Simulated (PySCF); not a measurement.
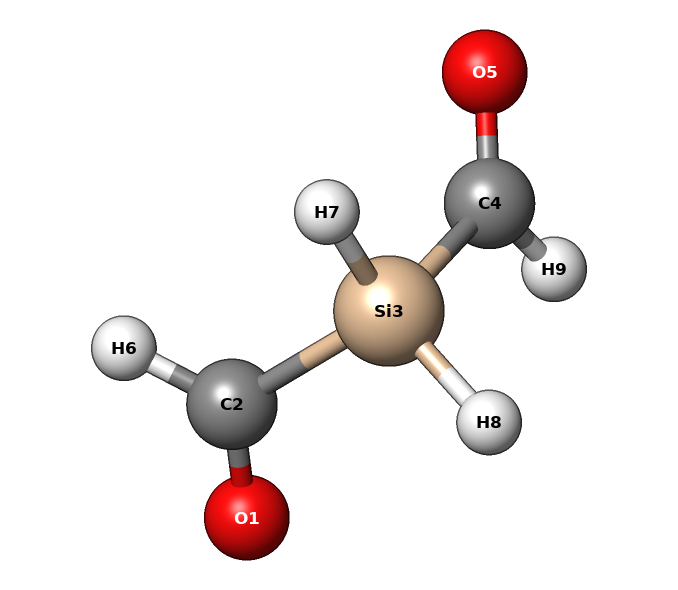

Every bond is drawn as one stick. The geometry was computed by an optimisation with GFN2-xTB. No frequency run is at hand to confirm it as a minimum. Level of theory: PBE0/pcSseg-1 (PySCF 2.14.0).

List the Mayer bond orders of O1–C2, C2–Si3, C2–H6, Si3–C4, Si3–H7, Si3–H8, C4–O5, C4–H9. Atoms whose distances differ by more than 0.02 Å in this geometry are listed apart.

```json
{"bond": "O1–C2", "Mayer order": "1.94", "length (Å)": "1.203"}
{"bond": "C2–Si3", "Mayer order": "0.84", "length (Å)": "1.925"}
{"bond": "C2–H6", "Mayer order": "0.90", "length (Å)": "1.111"}
{"bond": "Si3–C4", "Mayer order": "0.85", "length (Å)": "1.924"}
{"bond": "Si3–H7", "Mayer order": "0.94", "length (Å)": "1.458"}
{"bond": "Si3–H8", "Mayer order": "0.95", "length (Å)": "1.459"}
{"bond": "C4–O5", "Mayer order": "1.95", "length (Å)": "1.203"}
{"bond": "C4–H9", "Mayer order": "0.89", "length (Å)": "1.111"}
```

The geometry is semi-empirical. Around Si such bond lengths and angles can be off by a tenth of an ångström or more and by several degrees, and values that hang on the shape move with them.
